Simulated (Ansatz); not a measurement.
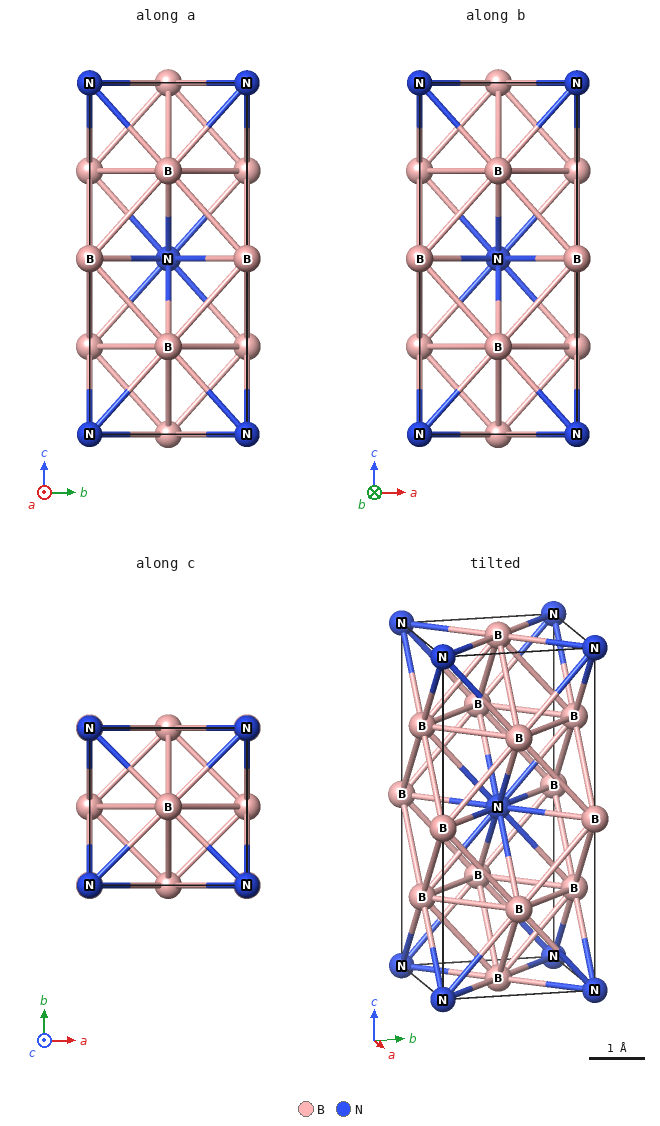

Figure: ball-and-stick view along the a axis, along the b axis, along the c axis and slightly off an axis. The frame is the conventional unit cell; atoms at its boundary are shown with their periodic copies.

Lattice parameters: a = 2.877 Å, b = 2.877 Å, c = 6.426 Å, α = 90.00°, β = 90.00°, γ = 90.00°. Put a along x and b in the xy plane.

Question: Write down what is shown as a POSCAR file.

Answer:
```
B N
1.0
     2.877    0.000    0.000
     0.000    2.877    0.000
     0.000    0.000    6.426
B N
6 2
Direct
  0.5000 0.5000 0.0000
  0.5000 0.0000 0.2500
  0.0000 0.5000 0.2500
  0.0000 0.0000 0.5000
  0.0000 0.5000 0.7500
  0.5000 0.0000 0.7500
  0.0000 0.0000 0.0000
  0.5000 0.5000 0.5000
```

Provenance: a textbook structure type filled with these elements (whether it is the usual form wasn't checked). Earlier steps of the study may have refined or changed the cell and positions. It was set up as input for a calculation with Ansatz.
